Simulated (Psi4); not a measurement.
**BH2Cl (SMILES [H]B([H])Cl): PBE0/cc-pVTZ**

Aim: the vertical singlet–triplet gap of BH2Cl at PBE0/cc-pVTZ, from 2 runs. 

The calculation is run with Psi4 1.11.

### Step 1. The structure to begin with

The species is BH2Cl (4 atoms), meant as a singlet with charge 0. As SMILES, `[H]B([H])Cl`. The shape is that of a GFN2-xTB optimisation.

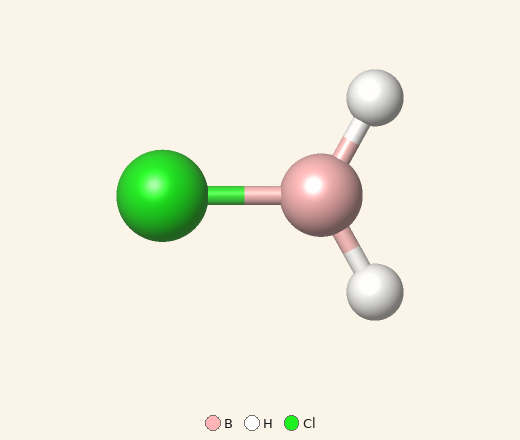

Viewed from a chosen angle; boron pink, hydrogen white, chlorine green.

### Step 2. Energy and forces at PBE0/cc-pVTZ

Input file calc.inp:

```
memory 1.6 GB

molecule mol {
  0 1
  B      0.069310     0.114420    -0.000410
  H      1.240090     0.070720     0.015540
  H     -0.512130     1.131590    -0.018950
  Cl    -0.797280    -1.316740     0.003830
  symmetry c1
  no_reorient
  no_com
}

set globals {
  basis cc-pVTZ
  reference rks
  puream true
  e_convergence 1e-09
  d_convergence 1e-08
  scf_type pk
  dft_radial_points 99
  dft_spherical_points 590
}

e = gradient('pbe0')
```

Started as:

```
$ psi4 -i calc.inp -o calc.out -n 1
```

calc.out:

```text
[...]
  Running in c1 symmetry.
[...]
  Nuclear repulsion =   38.958045577157087
[...]
  Multiplicity = 1
[...]
  Nalpha       = 12
  Nbeta        = 12
[...]
    Number of basis functions: 92
[...]
   @RKS iter   1:  -486.02546284347977   -2.36013e-01   3.78838e-03 ADIIS/DIIS
[...]
   @RKS iter   9:  -486.09933142402531   -2.79670e-11   5.13734e-09 DIIS
[...]
    Orbital Energies [Eh]
    ---------------------
    Doubly Occupied:
       1A   -101.747059     2A     -9.553241     3A     -7.285214
       4A     -7.282906     5A     -7.279563     6A     -6.829315
       7A     -0.885137     8A     -0.540946     9A     -0.427202
      10A     -0.419716    11A     -0.382461    12A     -0.314657
[...]
  @RKS Final Energy:  -486.09933142402531
   => Energetics <=
    Nuclear Repulsion Energy =             38.9580455771570868
    One-Electron Energy =                -746.6372060383534972
    Two-Electron Energy =                 246.4133662631105892
    DFT Exchange-Correlation Energy =     -24.8335372259395228
    Empirical Dispersion Energy =           0.0000000000000000
    VV10 Nonlocal Energy =                  0.0000000000000000
    Total Energy =                       -486.0993314240253085
[...]
 Multipole Moments:
 ------------------------------------------------------------------------------------
     Multipole            Electronic (a.u.)      Nuclear  (a.u.)        Total (a.u.)
 ------------------------------------------------------------------------------------
 L = 1.  Multiply by 2.5417464519 to convert [e a0] to [Debye]
 Dipole X            :         23.6434999          -23.5823648            0.0611351
 Dipole Y            :         39.0484751          -38.9475767            0.1008984
 Dipole Z            :         -0.1130821            0.1127222           -0.0003600
 Magnitude           :                                                    0.1179751
[...]
  -Total Gradient:
     Atom            X                  Y                   Z
    ------   -----------------  -----------------  -----------------
       1       -0.013327197946    -0.022073650732     0.000046044535
       2       -0.009622457912     0.000800608036    -0.000127558275
       3        0.005150177668    -0.008125981475     0.000163034727
       4        0.017799012372     0.029398257479    -0.000081514098
[...]
```

It took 28 s on 1 thread of Intel Xeon Platinum 8259CL at 2.50GHz (Skylake/Cascade Lake), shared host; peak memory 1.1 GiB.

### Step 3. The triplet: the energy at UPBE0/cc-pVTZ

Input file input.in:

```
memory 1.6 GB

molecule {
  0 3
  B
  H 1 1.171704
  H 1 1.171773 2 121.89775
  Cl 1 1.673086 2 119.05265 3 -179.98298
  units angstrom
  symmetry c1
  no_reorient
  no_com
}

set reference uks
set puream true
set e_convergence 1e-09
set d_convergence 1e-08
set scf_type pk
set dft_radial_points 99
set dft_spherical_points 590
set maxiter 200

e, wfn = energy("pbe0/cc-pVTZ", return_wfn=True)
oeprop(wfn, "MAYER_INDICES", "DIPOLE", "QUADRUPOLE")
```

Started as:

```
$ psi4 -i input.in -o input.out -n 1
```

input.out:

```text
[...]
  Running in c1 symmetry.
[...]
  Nuclear repulsion =   38.958034797186045
[...]
  Multiplicity = 3
[...]
  Nalpha       = 13
  Nbeta        = 11
[...]
    Number of basis functions: 92
[...]
   @UKS iter   1:  -485.74097164348251    4.84781e-02   5.80029e-03 DIIS/ADIIS
[...]
   @UKS iter  12:  -485.93197940563874   -1.36424e-12   8.80752e-09 DIIS
[...]
   @S^2 Observed:                2.006009550E+00
[...]
    Orbital Energies [Eh]
    ---------------------
    Alpha Occupied:
       1A   -101.797598     2A     -9.600321     3A     -7.337189
       4A     -7.329517     5A     -7.326218     6A     -6.788464
       7A     -0.922923     8A     -0.573250     9A     -0.469409
      10A     -0.444858    11A     -0.413532    12A     -0.368824
      13A     -0.156523
    Alpha Virtual:
      14A      0.071111    15A      0.100028    16A      0.146149
      17A      0.162037    18A      0.167796    19A      0.173835
      20A      0.181410    21A      0.270786    22A      0.286917
      23A      0.296023    24A      0.342352    25A      0.367254
[...]
  @UKS Final Energy:  -485.93197940563874
   => Energetics <=
    Nuclear Repulsion Energy =             38.9580347971860448
    One-Electron Energy =                -745.9387359812358227
    Two-Electron Energy =                 245.8375907689967903
    DFT Exchange-Correlation Energy =     -24.7888689905857831
    Empirical Dispersion Energy =           0.0000000000000000
    VV10 Nonlocal Energy =                  0.0000000000000000
    Total Energy =                       -485.9319794056387423
[...]
 Multipole Moments:
 ------------------------------------------------------------------------------------
     Multipole            Electronic (a.u.)      Nuclear  (a.u.)        Total (a.u.)
 ------------------------------------------------------------------------------------
 L = 1.  Multiply by 2.5417464519 to convert [e a0] to [Debye]
 Dipole X            :         -0.0006061            0.0003996           -0.0002065
 Dipole Y            :         -2.5292130            2.2776149           -0.2515982
 Dipole Z            :         -1.4049617            1.2651428           -0.1398189
 Magnitude           :                                                    0.2878385
 L = 2.  Multiply by 1.3450342976 to convert [e a0^2] to [Debye ang]
 Quadrupole XX       :        -16.4481000            0.0000033          -16.4480967
 Quadrupole XY       :         -0.0124183            0.0123825           -0.0000358
[...]
```

It took 24 s on 1 thread of Intel Xeon Platinum 8259CL at 2.50GHz (Skylake/Cascade Lake), shared host; peak memory 1.1 GiB.

### Step 4. What came out

At PBE0/cc-pVTZ:

```
                                        quantity          value
                           singlet: total energy  -486.09933 Eh
                          singlet: dipole moment         0.30 D
                            singlet: HOMO energy       -8.56 eV
                            singlet: LUMO energy       -1.65 eV
                          singlet: HOMO–LUMO gap        6.91 eV
               singlet: largest force on an atom     1.767 eV/Å
                           triplet: total energy  -485.93198 Eh
                          triplet: dipole moment         0.73 D
     triplet: HOMO energy (highest over α and β)       -4.26 eV
                                   triplet: ⟨S²⟩          2.006
vertical energy of the triplet above the singlet       4.554 eV
```

At this shape the triplet lies 4.55 eV (439 kJ/mol) above the singlet. The largest force (singlet) is 1.77 eV/Å: the shape isn't a stationary point for this species at this level.
